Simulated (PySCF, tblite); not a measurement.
# Methyl fluoride (CH₃F): isotopologues and vibrational averages

Aim: rotational constants, zero-point energies and shieldings of isotopologues of Methyl fluoride (CH₃F) (`CF`).

Computed with tblite 0.8.0 (tight binding) and PySCF 2.14.0 (DFT, with response routines of our own); each step states its level. Atoms count from 0 throughout.

### 1 The molecule as given

5 atoms, charge 0, multiplicity 1; geometry from: force field or distance geometry start.

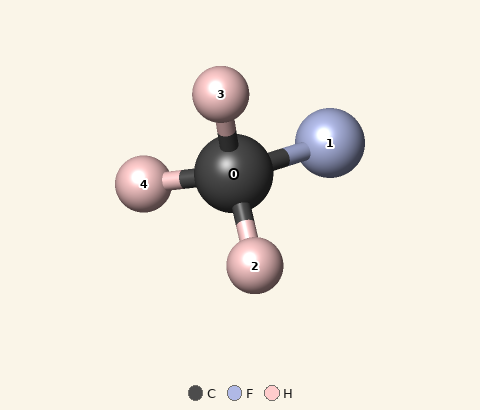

The starting geometry (carbon dark grey, fluorine light blue, hydrogen pink), atoms numbered.

### 2 GFN2-xTB relaxation, lowest of a short conformer search

What the job is given:

```
{"job": {"xc": "GFN2-xTB", "basis": "xTB", "kind": "relax"}, "charge": 0, "multiplicity": 1}
C     -0.024900    -0.011700    -0.010600
F      1.294300    -0.013700    -0.174200
H     -0.259800    -0.099800     1.076100
H     -0.451800     0.973600    -0.430600
H     -0.523300    -0.837000    -0.529500
```

The run is started by

```
OMP_NUM_THREADS=1 python ens_run.py task.json out
```

This one command runs the whole study; its stages follow in the order run.

Standard output:

```text
step      E/eV     max force
  0    -228.30165    2.387
  1    -228.37889    0.564
  2    -228.38784    0.303
  3    -228.39141    0.155
  4    -228.39319    0.135
  5    -228.39431    0.117
  6    -228.39490    0.070
  7    -228.39500    0.023
  8    -228.39502    0.016
  9    -228.39504    0.012
 10    -228.39505    0.007
 11    -228.39505    0.002
```

Wall time 0.04 s (1 thread of Intel Xeon Platinum 8488C, shared host).

Gain 0.093 eV; displacement 0.03 Å root mean square.

### 3 Tight optimisation and Hessian

What the job is given:

```
{"job": {"xc": "B3LYP", "basis": "pcJ-1", "j": true, "grid": 2, "temperatures": [250, 1000], "kind": "geom"}, "charge": 0, "multiplicity": 1}
C     -0.062317     0.003793    -0.004382
F      1.289226    -0.025479    -0.187207
H     -0.260790    -0.074819     1.065098
H     -0.436811     0.948534    -0.400005
H     -0.494820    -0.840620    -0.542244
```

Standard output:

```text
step   0  E = -3802.6878020 eV  max force = 1.09459
step   1  E = -3802.7063081 eV  max force = 0.10731
step   2  E = -3802.7066493 eV  max force = 0.01321
step   3  E = -3802.7066514 eV  max force = 0.00105
step   4  E = -3802.7066514 eV  max force = 0.00105
step   5  E = -3802.7066514 eV  max force = 0.00072
harmonic wavenumbers (cm-1): 1063.8 1197.2 1197.3 1500.3 1500.5 1501.5 3029.5 3108.6 3108.8
```

Wall time 46 s (1 thread of Intel Xeon Platinum 8488C, shared host); peak memory 0.38 GiB.

### 4 Displacements along the modes, parent

What the job is given:

```
{"job": {"xc": "B3LYP", "basis": "pcJ-1", "j": true, "grid": 2, "temperatures": [250, 1000], "kind": "vib", "mass_numbers": [12, 19, 1, 1, 1]}, "charge": 0, "multiplicity": 1}
C     -0.057030     0.003638    -0.005069
F      1.318889    -0.026081    -0.191269
H     -0.273144    -0.074148     1.061787
H     -0.448221     0.944284    -0.396315
H     -0.506006    -0.836282    -0.537875
```

Standard output:

```text
mode    cm-1    km/mol   phi_rrr   E(+)/cm-1  E(-)/cm-1
  1   1063.80   104.13    -412.4     177.37     207.01
  2   1197.17     0.60      -9.2     215.58     216.75
  3   1197.32     0.60      40.8     218.28     214.09
  4   1500.35     4.63      88.9     273.35     266.82
  5   1500.46     4.62      54.8     272.04     268.17
  6   1501.51     3.18      77.3     273.27     267.69
  7   3029.45    31.13   -1055.7     509.03     584.96
  8   3108.63    45.28       7.8     562.95     562.36
  9   3108.84    45.27    -843.7     532.37     592.98
```

Wall time 58 s (1 thread of Intel Xeon Platinum 8488C, shared host); peak memory 0.38 GiB.

### 5 Displacements along the modes, 2H at atom 2

What the job is given:

```
{"job": {"xc": "B3LYP", "basis": "pcJ-1", "j": true, "grid": 2, "temperatures": [250, 1000], "kind": "vib", "mass_numbers": [12, 19, 2, 1, 1]}, "charge": 0, "multiplicity": 1}
C     -0.057030     0.003638    -0.005069
F      1.318889    -0.026081    -0.191269
H     -0.273144    -0.074148     1.061787
H     -0.448221     0.944284    -0.396315
H     -0.506006    -0.836282    -0.537875
```

Standard output:

```text
mode    cm-1    km/mol   phi_rrr   E(+)/cm-1  E(-)/cm-1
  1    946.58     8.83     120.8     174.72     166.75
  2   1071.36    95.18     381.2     207.32     179.59
  3   1146.46     0.05       0.4     207.11     206.44
  4   1322.74     3.38       0.7     238.50     238.05
  5   1395.93     3.81     -18.1     250.78     252.56
  6   1500.58     4.37     -99.6     266.67     273.77
  7   2259.66    26.60   -1229.7     365.66     454.00
  8   3058.65    36.45    1332.9     601.18     505.41
  9   3108.31    44.95       1.1     562.63     562.57
```

It took 64 s on 1 thread of Intel Xeon Platinum 8488C, shared host; peak memory 0.38 GiB.

### 6 Displacements along the modes, 13C at atom 0

What the job is given:

```
{"job": {"xc": "B3LYP", "basis": "pcJ-1", "j": true, "grid": 2, "temperatures": [250, 1000], "kind": "vib", "mass_numbers": [13, 19, 1, 1, 1]}, "charge": 0, "multiplicity": 1}
C     -0.057030     0.003638    -0.005069
F      1.318889    -0.026081    -0.191269
H     -0.273144    -0.074148     1.061787
H     -0.448221     0.944284    -0.396315
H     -0.506006    -0.836282    -0.537875
```

Standard output:

```text
mode    cm-1    km/mol   phi_rrr   E(+)/cm-1  E(-)/cm-1
  1   1042.38   100.70    -402.9     173.84     202.80
  2   1189.15     0.49     -10.7     214.10     215.36
  3   1189.30     0.49      38.2     216.76     212.73
  4   1494.72     1.95     -70.8     266.69     271.81
  5   1497.90     4.74      87.3     272.85     266.42
  6   1498.01     4.73      46.9     271.30     268.01
  7   3027.17    30.01    1054.1     584.49     508.67
  8   3096.75    44.45      -4.2     560.33     560.66
  9   3096.96    44.44    -837.9     530.42     590.61
```

Wall time 63 s (1 thread of Intel Xeon Platinum 8488C, shared host); peak memory 0.38 GiB.

### 7 Displacements along the modes, 2H at atom 2, 2H at atom 3

What the job is given:

```
{"job": {"xc": "B3LYP", "basis": "pcJ-1", "j": true, "grid": 2, "temperatures": [250, 1000], "kind": "vib", "mass_numbers": [12, 19, 2, 2, 1]}, "charge": 0, "multiplicity": 1}
C     -0.057030     0.003638    -0.005069
F      1.318889    -0.026081    -0.191269
H     -0.273144    -0.074148     1.061787
H     -0.448221     0.944284    -0.396315
H     -0.506006    -0.836282    -0.537875
```

Standard output:

```text
mode    cm-1    km/mol   phi_rrr   E(+)/cm-1  E(-)/cm-1
  1    919.54     1.87      -0.5     166.24     165.32
  2    973.08    23.14     131.1     180.06     170.57
  3   1063.58    39.78     -93.2     188.28     194.95
  4   1114.77    40.36    -151.2     195.37     206.24
  5   1342.68     3.47       0.0     242.28     241.99
  6   1374.87     4.40      18.7     248.86     247.41
  7   2212.14    25.39    -813.9     370.30     428.83
  8   2309.57    28.42       2.4     417.49     417.27
  9   3084.51    40.81    1970.3     631.76     490.43
```

Wall time 61 s (1 thread of Intel Xeon Platinum 8488C, shared host); peak memory 0.38 GiB.

### 8 Displacements along the modes, 2H at atom 2, 2H at atom 3, 2H at atom 4

What the job is given:

```
{"job": {"xc": "B3LYP", "basis": "pcJ-1", "j": true, "grid": 2, "temperatures": [250, 1000], "kind": "vib", "mass_numbers": [12, 19, 2, 2, 2]}, "charge": 0, "multiplicity": 1}
C     -0.057030     0.003638    -0.005069
F      1.318889    -0.026081    -0.191269
H     -0.273144    -0.074148     1.061787
H     -0.448221     0.944284    -0.396315
H     -0.506006    -0.836282    -0.537875
```

Standard output:

```text
mode    cm-1    km/mol   phi_rrr   E(+)/cm-1  E(-)/cm-1
  1    918.45     1.76      -6.9     165.57     165.60
  2    918.64     1.76      37.7     167.38     163.85
  3   1000.93    58.16     224.5     188.49     172.34
  4   1087.12     1.55      56.3     197.75     193.71
  5   1087.24     1.55     -28.8     194.70     196.79
  6   1165.09    45.25    -179.5     203.51     216.43
  7   2166.45    24.73    -636.5     367.92     413.71
  8   2309.46    28.37     -53.1     415.46     419.30
  9   2309.59    28.37     546.3     437.03     397.74
```

Run time: 60 s. Hardware: 1 thread of Intel Xeon Platinum 8488C, shared host; peak memory 0.38 GiB.

### 9 Vibrational averages by isotopologue

What the job is given:

```
{"job": {"xc": "B3LYP", "basis": "pcJ-1", "j": true, "grid": 2, "temperatures": [250, 1000], "kind": "iso"}, "charge": 0, "multiplicity": 1}
C     -0.057030     0.003638    -0.005069
F      1.318889    -0.026081    -0.191269
H     -0.273144    -0.074148     1.061787
H     -0.448221     0.944284    -0.396315
H     -0.506006    -0.836282    -0.537875
```

Standard output:

```text
parent
  Be/MHz 157003.972 25518.42 25518.271
  B0/MHz 154605.091 25286.021 25285.844
  ZPE/cm-1 8603.8
  <sigma>(0 K)/ppm 101.655 441.293 26.654 26.654 26.654
2H at atom 2
  Be/MHz 120724.799 23998.215 22944.192
  B0/MHz 119104.75 23798.355 22731.359
  ZPE/cm-1 7905.1
  <sigma>(0 K)/ppm 102.008 442.018 26.771 26.674 26.674
13C at atom 0
  Be/MHz 157003.972 24841.834 24841.693
  B0/MHz 154617.49 24620.42 24620.256
  ZPE/cm-1 8566.2
  <sigma>(0 K)/ppm 101.681 441.386 26.656 26.656 26.657
2H at atom 2, 2H at atom 3
  Be/MHz 95921.954 22355.437 21260.529
  B0/MHz 94749.382 22172.607 21069.626
  ZPE/cm-1 7197.4
  <sigma>(0 K)/ppm 102.360 442.762 26.794 26.794 26.693
2H at atom 2, 2H at atom 3, 2H at atom 4
  Be/MHz 78562.332 20409.212 20409.022
  B0/MHz 77664.223 20236.61 20236.415
  ZPE/cm-1 6481.5
  <sigma>(0 K)/ppm 102.724 443.520 26.816 26.816 26.816
```

Run time: 5.9 min. Hardware: 1 thread of Intel Xeon Platinum 8488C, shared host; peak memory 0.38 GiB. This counts the whole study up to here.

Rotational constants (MHz) at equilibrium and in the ground state:

```tsv
isotopologue	Be	B0	zero-point change (cm⁻¹)
parent	157004.0, 25518.4, 25518.3	154605.1, 25286.0, 25285.8	0.0
2H at atom 2	120724.8, 23998.2, 22944.2	119104.8, 23798.4, 22731.4	-698.6
13C at atom 0	157004.0, 24841.8, 24841.7	154617.5, 24620.4, 24620.3	-37.6
2H at atom 2, 2H at atom 3	95922.0, 22355.4, 21260.5	94749.4, 22172.6, 21069.6	-1406.4
2H at atom 2, 2H at atom 3, 2H at atom 4	78562.3, 20409.2, 20409.0	77664.2, 20236.6, 20236.4	-2122.3
```

Shieldings of the first species (ppm): at equilibrium, the vibrational parts at 0 K, and the averages:

```tsv
atom	equilibrium	anharmonic	harmonic	0 K	250 K	1000 K
C0	106.40	-2.72	-2.03	101.65	101.52	100.48
F1	453.00	-5.46	-6.25	441.29	441.00	437.46
H2	27.29	-0.30	-0.34	26.65	26.65	26.50
H3	27.29	-0.30	-0.34	26.65	26.65	26.50
H4	27.29	-0.30	-0.34	26.65	26.65	26.50
```

Isotope effects on the shieldings at 0 K (ppb; positive means more shielded):

```tsv
atom	2H at atom 2	13C at atom 0	2H at atom 2, 2H at atom 3	2H at atom 2, 2H at atom 3, 2H at atom 4
C0	353	26	705	1069
F1	725	92	1469	2227
H2	118	3	140	162
H3	20	3	140	162
H4	20	3	39	162
```

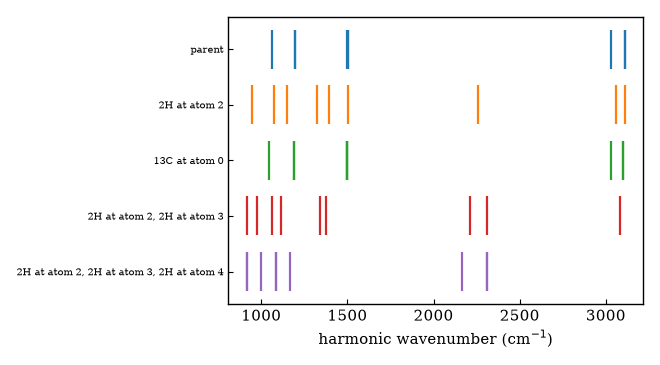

Harmonic wavenumbers of each isotopologue.

### 10 Tight optimisation and Hessian, xc CAM-B3LYP; basis aug-cc-pVDZ; hess_step 0.002

What the job is given:

```
{"job": {"xc": "CAM-B3LYP", "basis": "aug-cc-pVDZ", "j": false, "grid": 2, "temperatures": [250, 1000], "hess_step": 0.002, "kind": "geom"}, "charge": 0, "multiplicity": 1}
C     -0.062317     0.003793    -0.004382
F      1.289226    -0.025479    -0.187207
H     -0.260790    -0.074819     1.065098
H     -0.436811     0.948534    -0.400005
H     -0.494820    -0.840620    -0.542244
```

Standard output:

```text
step   0  E = -3801.6758182 eV  max force = 1.22881
step   1  E = -3801.6973532 eV  max force = 0.10946
step   2  E = -3801.6975900 eV  max force = 0.00839
step   3  E = -3801.6975912 eV  max force = 0.00044
step   4  E = -3801.6975912 eV  max force = 0.00044
step   5  E = -3801.6975912 eV  max force = 0.00042
harmonic wavenumbers (cm-1): 1060.6 1179.2 1179.3 1455.5 1464.5 1464.5 3063.7 3161.2 3161.3
```

Wall time 54 s (1 thread of Intel Xeon Platinum 8488C, shared host); peak memory 0.38 GiB.

### 11 Displacements along the modes, xc CAM-B3LYP; basis aug-cc-pVDZ; hess_step 0.002; parent

What the job is given:

```
{"job": {"xc": "CAM-B3LYP", "basis": "aug-cc-pVDZ", "j": false, "grid": 2, "temperatures": [250, 1000], "hess_step": 0.002, "kind": "vib", "mass_numbers": [12, 19, 1, 1, 1]}, "charge": 0, "multiplicity": 1}
C     -0.062882     0.003771    -0.004288
F      1.318141    -0.026081    -0.191150
H     -0.269811    -0.074894     1.069841
H     -0.446362     0.951902    -0.400209
H     -0.504597    -0.843289    -0.542935
```

Standard output:

```text
mode    cm-1    km/mol   phi_rrr   E(+)/cm-1  E(-)/cm-1
  1   1060.59   112.78    -401.0     177.23     206.06
  2   1179.20     0.76       9.0     213.11     212.84
  3   1179.29     0.75      40.9     214.85     211.12
  4   1455.47     0.31     -48.7     260.62     264.14
  5   1464.50     6.58      46.2     265.48     262.08
  6   1464.55     6.57     -82.2     260.85     266.72
  7   3063.70    30.08    1074.3     591.89     514.62
  8   3161.17    22.76    -501.1     554.17     590.11
  9   3161.32    22.76    -682.8     547.66     596.69
```

It took 40 s on 1 thread of Intel Xeon Platinum 8488C, shared host; peak memory 0.38 GiB.

### 12 Displacements along the modes, xc CAM-B3LYP; basis aug-cc-pVDZ; hess_step 0.002; 2H at atom 2

What the job is given:

```
{"job": {"xc": "CAM-B3LYP", "basis": "aug-cc-pVDZ", "j": false, "grid": 2, "temperatures": [250, 1000], "hess_step": 0.002, "kind": "vib", "mass_numbers": [12, 19, 2, 1, 1]}, "charge": 0, "multiplicity": 1}
C     -0.062882     0.003771    -0.004288
F      1.318141    -0.026081    -0.191150
H     -0.269811    -0.074894     1.069841
H     -0.446362     0.951902    -0.400209
H     -0.504597    -0.843289    -0.542935
```

Standard output:

```text
mode    cm-1    km/mol   phi_rrr   E(+)/cm-1  E(-)/cm-1
  1    933.41     8.35     112.1     172.24     164.61
  2   1065.39   104.70     379.2     206.16     178.73
  3   1125.90     0.01       0.2     203.29     202.84
  4   1294.50     4.95       0.2     233.46     233.13
  5   1357.82     1.64     -32.6     243.62     246.27
  6   1461.63     4.93     -87.1     260.28     266.51
  7   2292.62    18.37   -1241.0     371.27     460.41
  8   3100.04    27.13    1350.0     609.33     512.31
  9   3160.92    22.53      -2.6     572.00     572.20
```

Run time: 40 s. Hardware: 1 thread of Intel Xeon Platinum 8488C, shared host; peak memory 0.38 GiB.

### 13 Vibrational averages by isotopologue, second settings

What the job is given:

```
{"job": {"xc": "CAM-B3LYP", "basis": "aug-cc-pVDZ", "j": false, "grid": 2, "temperatures": [250, 1000], "hess_step": 0.002, "kind": "iso"}, "charge": 0, "multiplicity": 1}
C     -0.062882     0.003771    -0.004288
F      1.318141    -0.026081    -0.191150
H     -0.269811    -0.074894     1.069841
H     -0.446362     0.951902    -0.400209
H     -0.504597    -0.843289    -0.542935
```

Standard output:

```text
parent
  Be/MHz 154458.588 25391.573 25391.479
  B0/MHz 152216.713 25162.512 25162.415
  ZPE/cm-1 8594.9
  <sigma>(0 K)/ppm 119.151 458.302 26.350 26.350 26.351
2H at atom 2
  Be/MHz 118747.558 23896.492 22834.04
  B0/MHz 117232.467 23699.675 22624.299
  ZPE/cm-1 7896.1
  <sigma>(0 K)/ppm 119.461 458.928 26.466 26.371 26.371
```

It took 2.3 min on 1 thread of Intel Xeon Platinum 8488C, shared host; peak memory 0.38 GiB. This counts the runs that the step sums up.

Rotational constants (MHz) at equilibrium and in the ground state:

```tsv
isotopologue	Be	B0	zero-point change (cm⁻¹)
parent	154458.6, 25391.6, 25391.5	152216.7, 25162.5, 25162.4	0.0
2H at atom 2	118747.6, 23896.5, 22834.0	117232.5, 23699.7, 22624.3	-698.8
```

Shieldings of the first species (ppm): at equilibrium, the vibrational parts at 0 K, and the averages:

```tsv
atom	equilibrium	anharmonic	harmonic	0 K	250 K	1000 K
C0	123.52	-2.38	-1.99	119.15	119.03	117.95
F1	468.12	-4.51	-5.31	458.30	458.04	454.95
H2	27.00	-0.29	-0.36	26.35	26.34	26.19
H3	27.00	-0.29	-0.36	26.35	26.34	26.19
H4	27.00	-0.29	-0.36	26.35	26.34	26.19
```

Isotope effects on the shieldings at 0 K (ppb; positive means more shielded):

```tsv
atom	2H at atom 2
C0	309
F1	626
H2	116
H3	21
H4	20
```

### 14 Outcome

```
                  quantity                           value
               point group                             C3v
   B0 of the first species  154605.1, 25286.0, 25285.8 MHz
         zero-point energy                       8604 cm⁻¹
zero-point change of σ(F1)                      -11.71 ppm
```

Zero-point motion changes the shielding of F1 most, by -11.71 ppm. The largest secondary isotope effect is 2227 ppb on F1, 2 bonds from the change (2H at atom 2, 2H at atom 3, 2H at atom 4).
